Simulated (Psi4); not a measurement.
# A workflow on AlH2SF (SMILES [F][AlH][SH]), part 2 of 2

Psi4 1.11. Earlier steps stand in the parts before.

## (3) The harmonic vibrations at r2SCAN-3c/def2-mTZVPP (density fitting) (run 2)

job.inp reads:

```
memory 1600 mb

molecule {
  F     -2.26371237    -2.94901966     1.73994832
  Al    -0.96458613    -0.63849877     0.07571566
  S      2.90894802     0.33803232     1.06741747
  H     -2.50327295     0.71097166    -2.07019686
  H      3.03250965     2.15909902    -0.70421022
  units au
}

set {
  t                          298.15
  rotational_symmetry_number 1
}

freq('r2scan-3c')
print_variables()
```

Started as:

```
$ psi4 -n 1 job.inp job.out
```

job.out (excerpt; [...] marks lines left out):

```text
[...]
  Running in c1 symmetry.
[...]
  Nuclear repulsion =  130.163231974852152
[...]
  Multiplicity = 1
[...]
  Nalpha       = 20
  Nbeta        = 20
[...]
    Number of basis functions: 83
[...]
   @DF-RKS iter   1:  -741.59340249000286   -3.84555e-01   7.68739e-03 ADIIS/DIIS
[...]
   @DF-RKS iter  12:  -741.73885840362766   -6.82121e-13   1.62914e-09 DIIS
[...]
  @DF-RKS Final Energy:  -741.73885840362766
   => Energetics <=
    Nuclear Repulsion Energy =            130.1620574857858799
    One-Electron Energy =               -1287.5818990275372471
    Two-Electron Energy =                 471.2144930735643129
    DFT Exchange-Correlation Energy =     -55.5357942947820291
    Empirical Dispersion Energy =           0.0022843593413396
    VV10 Nonlocal Energy =                  0.0000000000000000
    Total Energy =                       -741.7388584036276598
[...]
  -Total Gradient:
     Atom            X                  Y                   Z
    ------   -----------------  -----------------  -----------------
       1       -0.000108210049     0.000058106428    -0.000116485077
       2       -0.000085740047     0.000197854296    -0.000254041262
       3       -0.000020226345    -0.000601840248     0.000615215172
       4        0.000413458667    -0.000000893420     0.000222277054
       5        0.000219272886     0.000352382729    -0.000257252546
[...]
  ==> Harmonic Vibrational Analysis <==
[...]
  Freq [cm^-1]                 187.1980            279.7064            470.2551
[...]
  IR activ [km/mol]            14.2073              1.6256             121.7825
[...]
  Freq [cm^-1]                 483.4036            637.4560            701.9313
[...]
  IR activ [km/mol]            17.9530             186.4164             5.4065
[...]
  Freq [cm^-1]                 849.5377           1996.0383           2702.6594
[...]
  IR activ [km/mol]            166.8771            124.2864             2.4463
[...]
  Total E_0, Enthalpy at 0 [K]                                                         -741.71993137 [Eh]
[...]
  Total H, Enthalpy at  298.15 [K]                                                     -741.71432544 [Eh]
[...]
  Total G, Gibbs energy at  298.15 [K]                                                 -741.74748531 [Eh]
[...]
```

The script printed:

```text
Warning: used thermodynamics relations inappropriate for low-frequency modes: ['187.1980' '279.7064' '470.2551' '483.4036']
```

Run time: 3.9 min. Hardware: 1 thread of AMD EPYC 7B13 (Zen 3), shared host; peak memory 0.77 GiB.

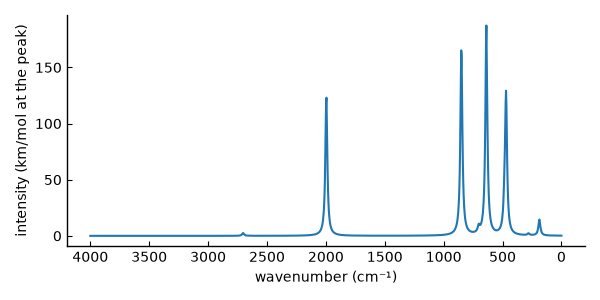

Harmonic infrared spectrum, unscaled, lines broadened by 10 cm⁻¹.

## (4) A single-point energy at CCSD(T)/cc-pVDZ (run 3)

alfh2s.xyz reads:

```xyz
5
AlFH2S
F     -1.197905    -1.560554     0.920741
Al    -0.510437    -0.337879     0.040067
S      1.539349     0.178879     0.564853
H     -1.324675     0.376230    -1.095501
H      1.604735     1.142546    -0.372652
```

alfh2s.py reads:

```python
import psi4

psi4.set_memory(1600000000)
psi4.set_num_threads(1)
psi4.set_output_file('run.log', False)

with open('alfh2s.xyz') as f:
    atoms = ''.join(f.readlines()[2:])
geom = psi4.geometry('0 1\n' + atoms + 'symmetry c1')

psi4.set_options({
    'basis': 'cc-pVDZ',
    'scf_type': 'pk',
    'freeze_core': True,
})

result, w = psi4.energy('ccsd(t)', return_wfn=True)
print('E =', round(result, 9))
```

Started as:

```
$ python alfh2s.py
```

run.log (excerpt; [...] marks lines left out):

```text
[...]
  Running in c1 symmetry.
[...]
  Nuclear repulsion =  130.163231792659332
[...]
  Multiplicity = 1
[...]
  Nalpha       = 20
  Nbeta        = 20
[...]
    Number of basis functions: 60
[...]
   @RHF iter   1:  -740.09920209652546   -8.33286e-01   6.55864e-03 DIIS/ADIIS
[...]
   @RHF iter  11:  -740.17100307800706   -5.57066e-12   4.14857e-09 DIIS
[...]
    Orbital Energies [Eh]
    ---------------------
    Doubly Occupied:
       1A    -91.957411     2A    -58.534975     3A    -26.261187
       4A     -8.962324     5A     -6.644012     6A     -6.642745
       7A     -6.641093     8A     -4.947963     9A     -3.263009
      10A     -3.262693    11A     -3.260675    12A     -1.544237
      13A     -0.967402    14A     -0.676559    15A     -0.626877
      16A     -0.621239    17A     -0.551710    18A     -0.524066
      19A     -0.436465    20A     -0.396038
[...]
  @RHF Final Energy:  -740.17100307800706
   => Energetics <=
    Nuclear Repulsion Energy =            130.1632317926593316
    One-Electron Energy =               -1287.2231136662426252
    Two-Electron Energy =                 416.8888787955762041
    Total Energy =                       -740.1710030780070610
[...]
 Multipole Moments:
 ------------------------------------------------------------------------------------
     Multipole            Electronic (a.u.)      Nuclear  (a.u.)        Total (a.u.)
 ------------------------------------------------------------------------------------
 L = 1.  Multiply by 2.5417464519 to convert [e a0] to [Debye]
 Dipole X            :         -1.8863474            1.9016527            0.0153054
 Dipole Y            :         -2.5549890            3.2260786            0.6710896
 Dipole Z            :          1.6134025           -2.2806181           -0.6672156
 Magnitude           :                                                    0.9464524
[...]
      * MP2 total energy                      = -740.555049704935414
[...]
      * CCSD total energy                     = -740.581956261287473
[...]
      * CCSD(T) total energy                  = -740.590112812359621
```

The script printed:

```text
E = -740.590112812
```

Wall time 13 s (1 thread of AMD EPYC 7B13 (Zen 3), shared host); peak memory 0.3 GiB.

## (5) Results

The summary covers parts 1 to 2.

```
                                                                               quantity             value
                                  run 1, r2SCAN-3c/def2-mTZVPP: total energy at the end     -741.73886 Eh
                                            run 1, r2SCAN-3c/def2-mTZVPP: dipole moment            1.97 D
                                              run 1, r2SCAN-3c/def2-mTZVPP: HOMO energy          -7.09 eV
                                              run 1, r2SCAN-3c/def2-mTZVPP: LUMO energy          -1.34 eV
                                            run 1, r2SCAN-3c/def2-mTZVPP: HOMO–LUMO gap           5.75 eV
                               run 2, r2SCAN-3c/def2-mTZVPP: lowest harmonic wavenumber          187 cm⁻¹
                              run 2, r2SCAN-3c/def2-mTZVPP: highest harmonic wavenumber         2703 cm⁻¹
                                        run 2, r2SCAN-3c/def2-mTZVPP: zero-point energy       49.7 kJ/mol
run 2, r2SCAN-3c/def2-mTZVPP: ideal-gas entropy at 298.15 K (symmetry number 1 as used)  69.8 cal/(mol K)
                                                   run 3, CCSD(T)/cc-pVDZ: total energy     -740.59011 Eh
                            run 3, CCSD(T)/cc-pVDZ: HOMO energy (Hartree–Fock orbitals)         -10.78 eV
                            run 3, CCSD(T)/cc-pVDZ: LUMO energy (Hartree–Fock orbitals)           1.75 eV
                          run 3, CCSD(T)/cc-pVDZ: HOMO–LUMO gap (Hartree–Fock orbitals)          12.53 eV
                   run 3, CCSD(T)/cc-pVDZ: correlation energy (11 core orbitals frozen)        -419.1 mEh
                                                 run 3, CCSD(T)/cc-pVDZ: (T) correction         -8.16 mEh
                                                  run 3, CCSD(T)/cc-pVDZ: T1 diagnostic             0.013
```

**Reading.** The optimisation (run 1, r2SCAN-3c/def2-mTZVPP) took 10 steps and changed the energy by -0.239 eV. All 9 modes (run 2, r2SCAN-3c/def2-mTZVPP) are real, so the shape is a minimum at this level. The triples (run 3, CCSD(T)/cc-pVDZ) make up 1.9 % of the correlation energy.
